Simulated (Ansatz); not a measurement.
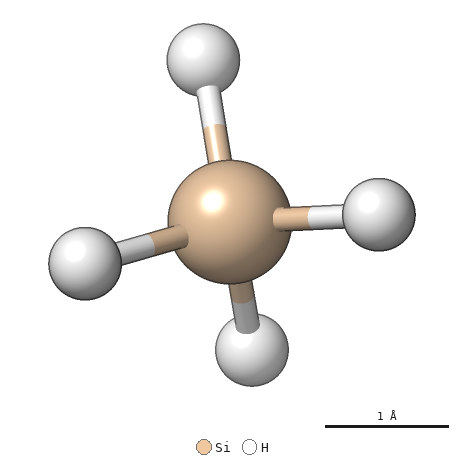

The picture shows a molecular structure as a ball-and-stick model. Every bond is drawn as one stick, whatever its order.

Computed geometry: PBE0-D4/def2-TZVP optimisation.

What does the picture show?

The molecule is SiH₄. This geometry has Td symmetry. Coordination: 1 Si tetrahedral.

The parts below concern this one geometry. Atoms keep their numbers from picture to picture.

**Electronic properties**

Method: RKS PBE0-D4/def2-TZVPP (Ansatz 0.2.0).

What does the calculation give?

- HOMO energy (Kohn–Sham orbital): −9.86 eV
- LUMO energy (Kohn–Sham orbital): 1.06 eV
- HOMO–LUMO gap: 10.92 eV

**Vibrations**

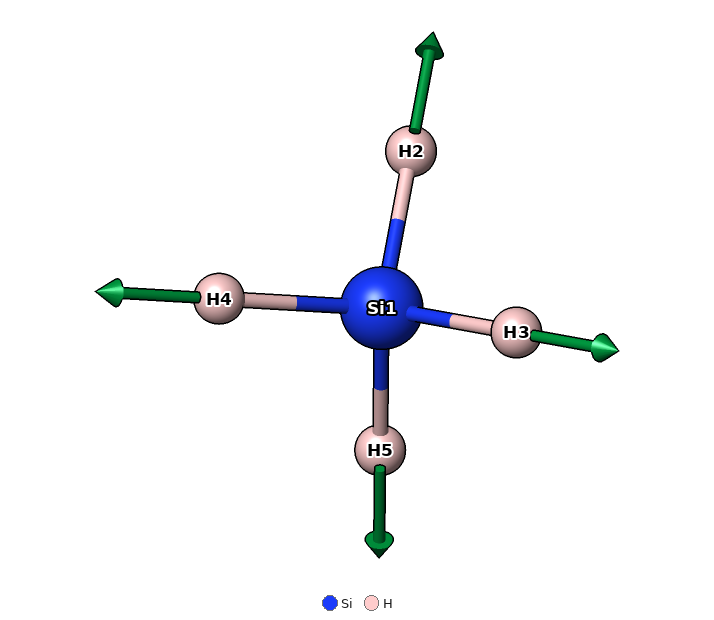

The arrows show one normal mode. Harmonic vibrations computed with RKS PBE0-D4/def2-TZVP (Ansatz 0.2.0) at a stationary point of the same level.

> What kind of motion is it?

Mostly in-phase stretching of 4 Si–H bonds.

> Estimate its harmonic wavenumber.

2235 cm⁻¹; it is mode 6 of 9 counted from the lowest.

**Charges**

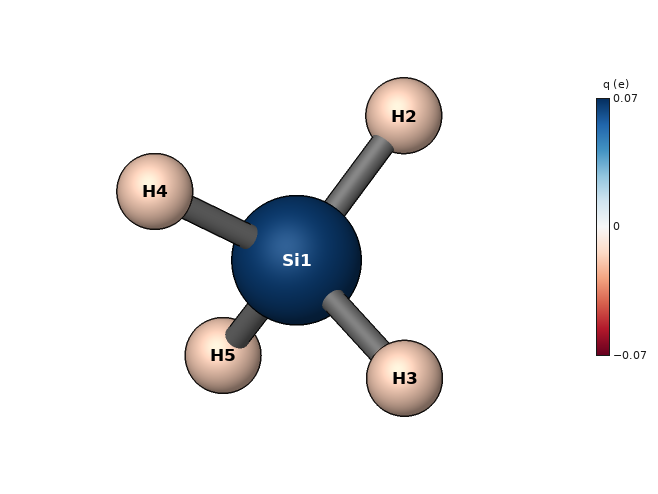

Atoms are coloured by their Mulliken charges. Level of theory: RKS PBE0-D4/def2-TZVP (Ansatz 0.2.0).

Give the Mulliken charges atom by atom.

```csv
atom,value (e)
Si1,0.07
H2,−0.02
H3,−0.02
H4,−0.02
H5,−0.02
```

**Thermal motion**

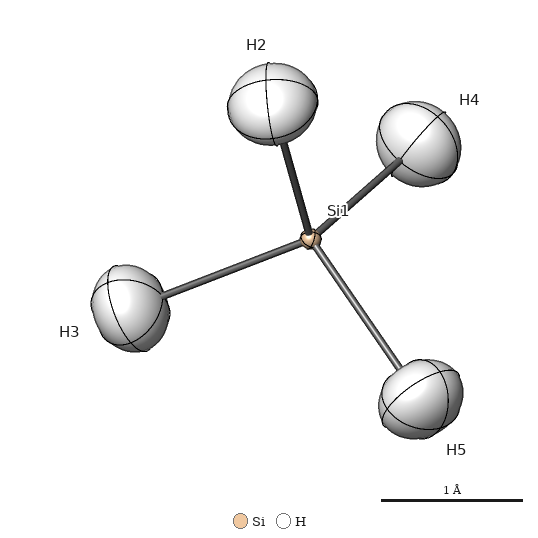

Displacement ellipsoids at the 50 % level, enlarged 2 times, from the internal vibrations of the free molecule (harmonic, no overall translation or rotation; no half-axis is drawn under 0.075 Å). Vibrations computed with RKS PBE0-D4/def2-TZVP (Ansatz 0.2.0). Temperature: 298 K.

> Which atom moves most?

H2, H3, H4, H5, with U_eq = 0.0097 Å².

List U_eq and the three principal root-mean-square amplitudes for each kind of atom.

```csv
atom,U_eq (Å²),rms amplitudes (Å)
Si1,0.00007,"0.008, 0.008, 0.008"
"H2, H3, H4, H5",0.0097,"0.085, 0.104, 0.104"
```

Mulliken values depend strongly on the basis set and can even reverse the polarity of a bond.
